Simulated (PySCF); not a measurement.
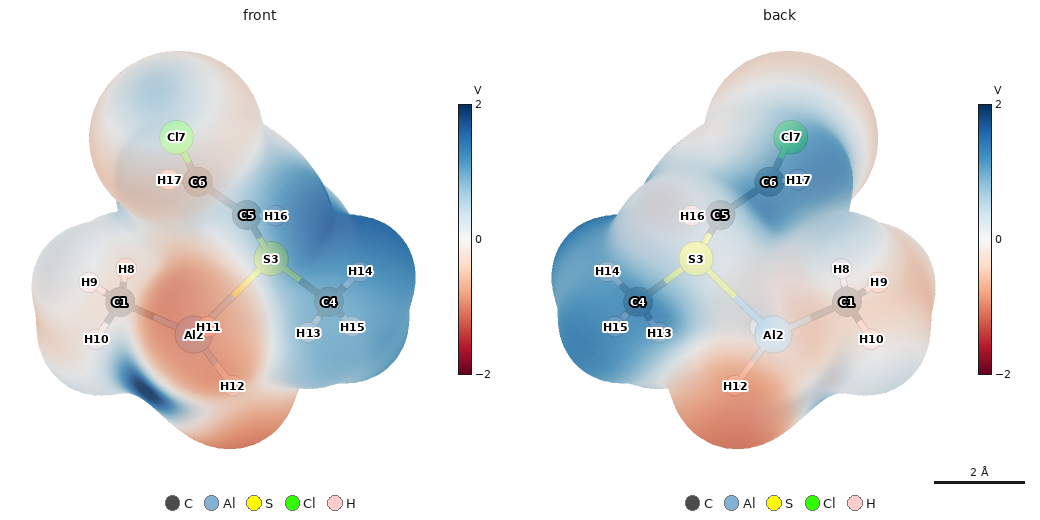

The picture shows: C4H10AlClS. The electrostatic potential painted on the density surface at 0.002 e/bohr³, seen from the front and from behind; red is negative and blue positive.

Geometry: GFN2-xTB.

The calculation used PBE0/pcSseg-1, SCF density, gas phase, non-relativistic in PySCF 2.14.0.

```tsv
atom	x (Å)	y (Å)	z (Å)
C	-2.2419	1.1473	-0.2372
Al	-1.3536	-0.5835	0.1969
S	0.7980	-0.4086	-1.0923
C	1.2785	-2.0752	-0.5699
C	1.4477	0.5210	0.2528
C	1.1711	1.8064	0.4285
Cl	1.8683	2.7097	1.7062
H	-1.8756	1.7015	-1.1110
H	-2.2357	1.8538	0.6029
H	-3.3017	0.9450	-0.4423
H	-0.5974	-0.8363	1.5530
H	-1.6940	-1.9279	-0.5291
H	0.6957	-2.3581	0.3095
H	2.3444	-2.0934	-0.3640
H	1.0499	-2.7417	-1.3958
H	2.1219	-0.0170	0.8996
H	0.5173	2.3690	-0.2176
```

Which sites attract a positive test charge, and which a negative one?

Answer. A positive charge is drawn to the negative regions and a negative charge to the positive ones. The most negative region (about −1.0 V) lies over H11 and H12, the most positive (about +1.8 V) over Al2. Cl7 shows a σ-hole: about +0.6 V at the tip opposite its bond, against about −0.3 V on its flanks.

How polar is the molecule by this calculation?

Answer. Its dipole moment is 2.77 D.
